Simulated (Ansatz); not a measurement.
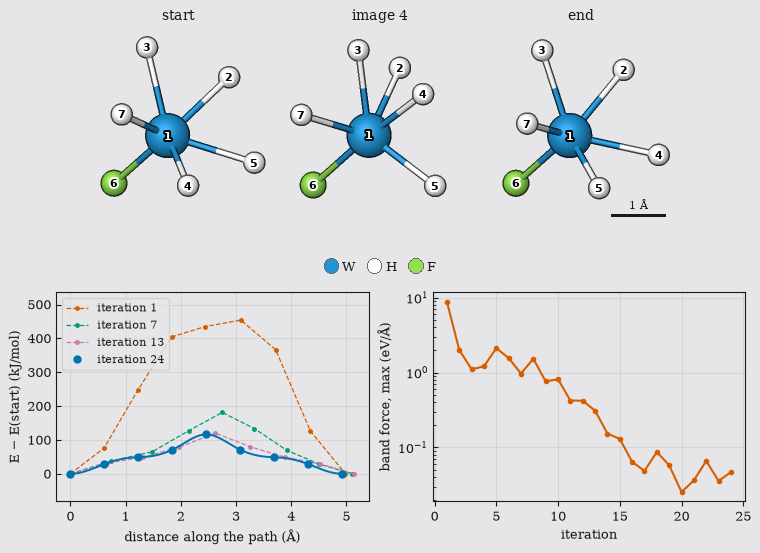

NEB run on WH5F. Images are numbered from 0 (start) to 8 (end). The plot follows the band through its iterations. Style: ball-and-stick. Shown at a tilt.

Computed with RKS B3LYP-D4/def2-SVPD (Ansatz 0.2.0). Run with 7 movable images; climbing image; force threshold 0.05 eV/Å; iteration limit 60; starting path through a guess of the saddle point.

Question: Judge this run.

Answer: The result is final at these settings. The band converged in 24 iterations. The largest component of the band force went from 8.8 to 0.047 eV/Å. The climbing image converged on the top of the path. Its vibrational analysis gives one imaginary mode (658i cm⁻¹), as a transition state must have. The first iteration put the highest image at 454.0 kJ/mol. The two ends have the same energy, and the highest point, image 4, lies 116.4 kJ/mol above the start.

The run took 2.6 min on 2 threads of AMD EPYC 9R45 96-Core Processor (Zen 5), on a shared host, peak memory 0.21 GiB.
